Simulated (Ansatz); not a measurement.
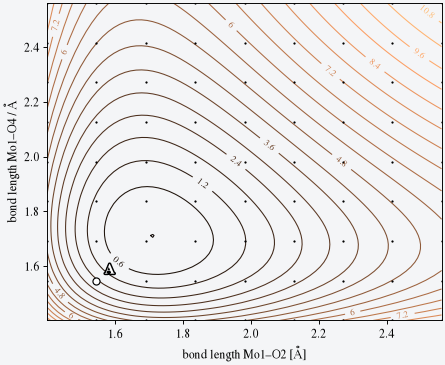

[MoO3Cl]-, charge −1. The first coordinate is: bond length Mo1–O2; the second: bond length Mo1–O4. Nothing is relaxed (all other coordinates rigid). The grid has 9 × 9 points; 45 points were computed and 36 follow by symmetry. Energies: eV, counted from the relaxed molecule at the same level. The reference is spin-restricted, which grows unreliable where a bond is stretched far. All numbers below come from Ansatz, RKS wB97X-V/def2-SVPD.

The picture shows contour lines labelled in eV, dots at the grid points, the point A. Between grid points the surface is interpolated.

> Which way does the force act at A, and how strong is it?

A, at bond length Mo1–O2 = 1.546 Å, bond length Mo1–O4 = 1.546 Å, is not a stationary point. The computed force is 13 eV for each Å towards larger values of bond length Mo1–O2 and 13 eV for each Å towards larger values of bond length Mo1–O4.
